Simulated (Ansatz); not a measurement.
CH₃B···CH₄

```yaml
atoms:
  - { symbol: B, position_ang: [-1.4041, -0.4622, 0.7871] }
  - { symbol: H, position_ang: [1.2222, 0.0060, 0.9906] }
  - { symbol: C, position_ang: [1.9573, 0.2173, 0.1882] }
  - { symbol: H, position_ang: [2.0562, -0.6713, -0.4642] }
  - { symbol: H, position_ang: [1.6146, 1.0815, -0.4123] }
  - { symbol: H, position_ang: [2.9390, 0.4515, 0.6419] }
  - { symbol: C, position_ang: [-1.5073, -0.2043, -0.7322] }
  - { symbol: H, position_ang: [-2.5382, -0.4372, -1.0851] }
  - { symbol: H, position_ang: [-1.2815, 0.8633, -0.9565] }
  - { symbol: H, position_ang: [-0.7817, -0.8448, -1.2833] }
```

These are results of Ansatz 0.2.0, RKS BLYP-D4/def2-SVP, not measurements.

Question: What can the converged electron density and electron localisation function tell about the bonding?

Answer: C–H (1.11 Å): ρ is about 1.9 e/Å³ halfway; the ELF climbs to about 1 towards the hydrogen, as it does in any bond to H; a covalent bond by its length.

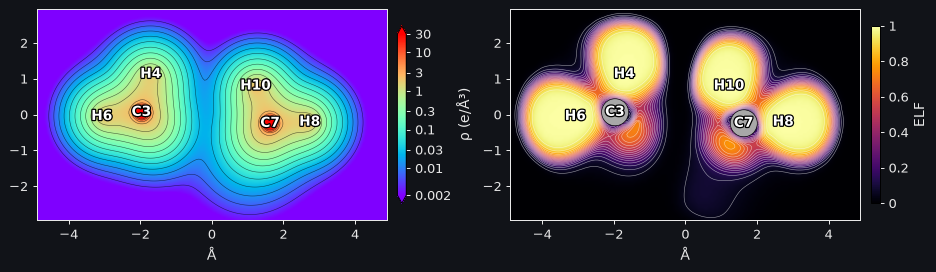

Computed electron density and electron localisation function on the plane of atoms H8, C7 and H10, in this order. Grey discs cover the atomic cores in the ELF map. 
